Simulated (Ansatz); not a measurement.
CH$_{5}$Ga···HF

```yaml
atoms:
  - { symbol: Ga, position_ang: [0.0430, -0.1966, 0.0486] }
  - { symbol: H, position_ang: [0.0890, -0.6742, 1.5646] }
  - { symbol: C, position_ang: [1.7311, -0.0726, -0.9968] }
  - { symbol: H, position_ang: [1.9988, -1.0587, -1.3896] }
  - { symbol: H, position_ang: [1.6297, 0.6017, -1.8497] }
  - { symbol: H, position_ang: [2.5657, 0.2703, -0.3811] }
  - { symbol: H, position_ang: [-1.3686, -0.1190, -0.6557] }
  - { symbol: F, position_ang: [0.0113, 2.0680, 0.8910] }
  - { symbol: H, position_ang: [-0.1005, 2.0927, 1.7903] }
```

The calculation used RHF/def2-SVP in Ansatz.

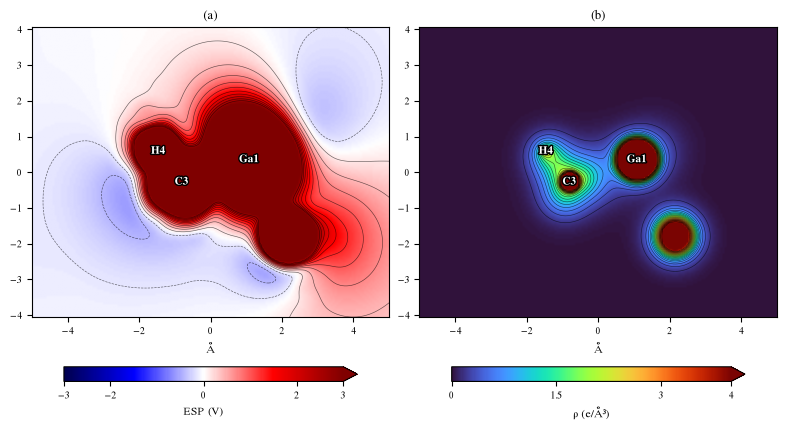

Figure 1. (a) electrostatic potential; (b) electron density on the plane of atoms Ga1, C3 and H4.

### What does the map show?

- The plane passes through Ga, C and H nuclei.
- C–Ga (1.99 Å): the density is about 0.77 e/Å³ at the midpoint.
- C–H (1.09 Å): the density is about 1.9 e/Å³ at the midpoint.
- Outside the dense part of the complex the potential is most negative (−0.6 V) near C3.

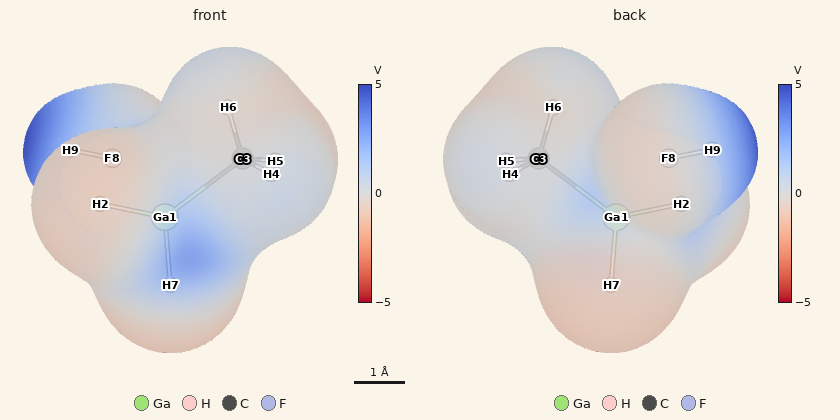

Figure 2. The electrostatic potential painted on the density surface at 0.002 e/bohr³, seen from the front and from behind; red is negative and blue positive.

### Where is the surface potential most negative and most positive?

The most negative region (about −0.8 V) lies over H7, the most positive (about +4.6 V) over H9.

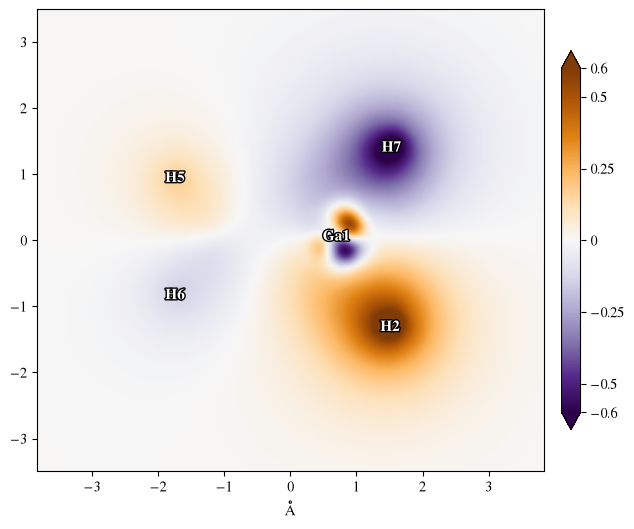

Figure 3. The HOMO−1 on the plane of atoms H2, Ga1 and H7 (values in Å⁻³ᐟ²; the overall sign is arbitrary).

### What is the character of this orbital?

It lies mainly on Ga1 (about 35 %), H2 (about 30 %) and H7 (about 30 %). Its energy is −10.94 eV.
